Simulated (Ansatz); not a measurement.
# HNO2 (nitrous acid): PBE0/def2-TZVP

Aim: the vertical singlet–triplet gap of HNO2 (nitrous acid) at PBE0/def2-TZVP, from 2 runs. 

Program for the calculation: Ansatz 0.2.0.

55 further runs of the same task are left out: 55 set aside as unsound or not needed.

**1. The structure to begin with**

HNO2 has 4 atoms, charge 0, and is taken as a singlet. SMILES: `O=NO`. Geometry: relaxed at PBE0-D4/def2-TZVP.

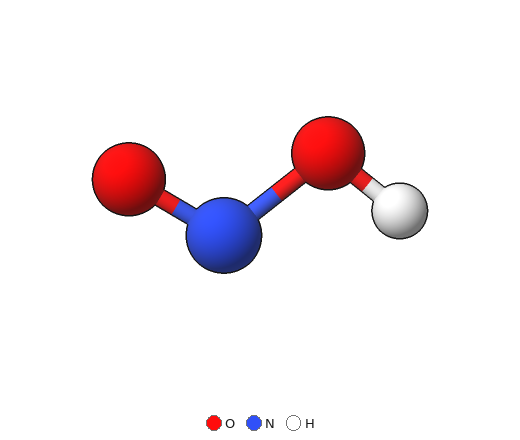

The structure, seen from a chosen angle (oxygen red, nitrogen blue, hydrogen white).

**2. A single-point energy at PBE0/def2-TZVP**

molecule.yaml

```yaml
crystal:
  periodic: [false, false, false]
  atoms:
    - {symbol: O, position_ang: [0.413650, 0.047230, 1.437260]}
    - {symbol: "N", position_ang: [0.320150, -0.419400, 0.377370]}
    - {symbol: O, position_ang: [-0.362650, 0.434660, -0.492650]}
    - {symbol: H, position_ang: [-0.371140, -0.062490, -1.321980]}
basis:
  gaussian: {orbitals: def2-TZVP}
hamiltonian: {xc: {name: PBE0}}
accuracy: high
output: {orbitals: {seedname: orbitals}}
```

The run is started by

```
$ ansatz run molecule.yaml --threads 1 --pin off --max-ram 3480MiB --events-out events.jsonl --progress --plain --runs-dir runs
```

What it wrote:

```text
Warning: RAYON_NUM_THREADS=1 ignored (pool sized by the plan → 1); use --threads N
Functional definition: PBE0
  name "PBE0"
  parameter a = 0.25
  parameter kappa = 0.804
  parameter beta = 0.06672455060314922
  exchange = (1 - a)*pbe_x(kappa = kappa, mu = beta*pi^2/3) + a*exact_x
  correlation = pbe_c(beta = beta)
1704 factors; integrals over basis functions are off by at most 3.2e-9 eV
mean field evaluation 1: about -5591.0931 eV, gradient 4.5e1 eV
mean field evaluation 2: about -5586.1678 eV, gradient 7.1e1 eV
mean field evaluation 4: about -5594.0349 eV, gradient 1.8e0 eV
mean field evaluation 8: about -5594.0407 eV, gradient 5.0e-1 eV
mean field evaluation 16: about -5594.0411 eV, gradient 5.0e-6 eV
mean field -5594.04106867 eV, -205.5772174962 hartree, gradient 2.1e-8 eV, S^2 0.000000; 0 other end points of the search recorded, 0 dependent functions left out
reference -5594.04107023 eV, -205.5772175536 hartree; 12, 12 occupied and 87, 87 virtual orbitals, 1704 factors
Total energy: -5594.04107023 eV, -205.5772175536 hartree
```

Wall time 4.2 s (1 thread of Arm Neoverse V1, shared host); peak memory 0.24 GiB.

**3. The triplet**

molecule.yaml

```yaml
crystal:
  periodic: [false, false, false]
  atoms:
    - symbol: O
      position_ang: [0.413650, 0.047230, 1.437260]
    - symbol: "N"
      position_ang: [0.320150, -0.419400, 0.377370]
    - symbol: O
      position_ang: [-0.362650, 0.434660, -0.492650]
    - symbol: H
      position_ang: [-0.371140, -0.062490, -1.321980]
basis:
  gaussian:
    orbitals: def2-TZVP
magnetization:
  spin_polarized: true
  initial_magnetization: 2
hamiltonian:
  xc: pbe0
accuracy: high
output:
  orbitals: {seedname: orbitals}
```

The run is started by

```
$ ansatz run molecule.yaml --threads 1 --pin off --max-ram 3480MiB --events-out events.jsonl --progress --plain --runs-dir runs
```

What it wrote (excerpt; [...] marks lines left out):

```text
Warning: RAYON_NUM_THREADS=1 ignored (pool sized by the plan → 1); use --threads N
[... 7 set-up lines as earlier in the session ...]
1704 factors; integrals over basis functions are off by at most 3.2e-9 eV
mean field evaluation 1: about -5589.6401 eV, gradient 2.5e1 eV
mean field evaluation 2: about -5588.2790 eV, gradient 3.3e1 eV
mean field evaluation 4: about -5591.6025 eV, gradient 2.2e0 eV
mean field evaluation 8: about -5591.6535 eV, gradient 1.1e-1 eV
mean field evaluation 16: about -5591.6537 eV, gradient 4.8e-5 eV
mean field -5591.65370563 eV, -205.4894835230 hartree, gradient 2.4e-8 eV, S^2 2.009878; 0 other end points of the search recorded, 0 dependent functions left out
reference -5591.65370725 eV, -205.4894835825 hartree; 13, 11 occupied and 86, 88 virtual orbitals, 1704 factors
Total energy: -5591.65370725 eV, -205.4894835825 hartree
```

Run time: 7.2 s. Hardware: 1 thread of Arm Neoverse V1, shared host; peak memory 0.31 GiB.

**4. Results**

At PBE0/def2-TZVP:

| quantity | value |
| --- | --- |
| singlet: total energy | -205.57722 Eh |
| singlet: HOMO energy | -8.11 eV |
| singlet: LUMO energy | -2.08 eV |
| singlet: HOMO–LUMO gap | 6.02 eV |
| triplet: total energy | -205.48948 Eh |
| triplet: HOMO energy (highest over α and β) | -5.57 eV |
| triplet: LUMO energy (lowest over α and β) | -4.35 eV |
| triplet: ⟨S²⟩ | 2.010 |
| vertical energy of the triplet above the singlet | 2.387 eV |

**Reading.** At this shape the triplet lies 2.39 eV (230 kJ/mol) above the singlet.
